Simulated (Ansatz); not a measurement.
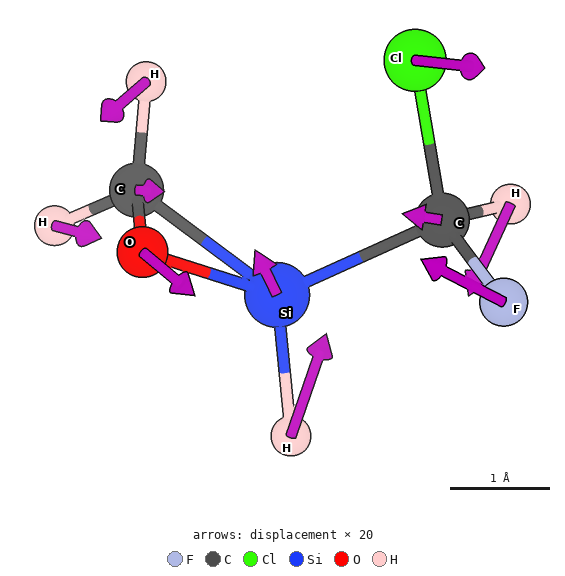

A relaxation of C₂H₄ClFOSi. The starting structure is drawn; purple arrows show the displacements, magnified 20 times. The two geometries are superimposed by the best rigid fit.

The picture is a ball-and-stick view, seen at a tilt.

The start comes from PBE-D4/def2-SVP.

The calculation used RKS PBE0-D4/def2-TZVP (Ansatz). Settings: force threshold 0.005 eV/Å; at most 150 steps.

### Describe the change and its energy.

The atom that moves furthest after the best rigid fit is an H atom (0.062 Å). Largest moves by element: H 0.062 Å, Cl 0.055 Å, F 0.053 Å, O 0.038 Å, Si 0.026 Å, C 0.021 Å. Among the contacts that change: O–Si 1.703 → 1.651 Å, C–Si 1.832 → 1.800 Å, C–Cl 1.801 → 1.770 Å, C–H 1.108 → 1.088 Å. After 8 geometry steps the energy has fallen by 0.084 eV. The largest force component goes from 1.1 to 0.0027 eV/Å. Cost: 39 s on 4 threads of Arm Neoverse V2, with other jobs on the host.
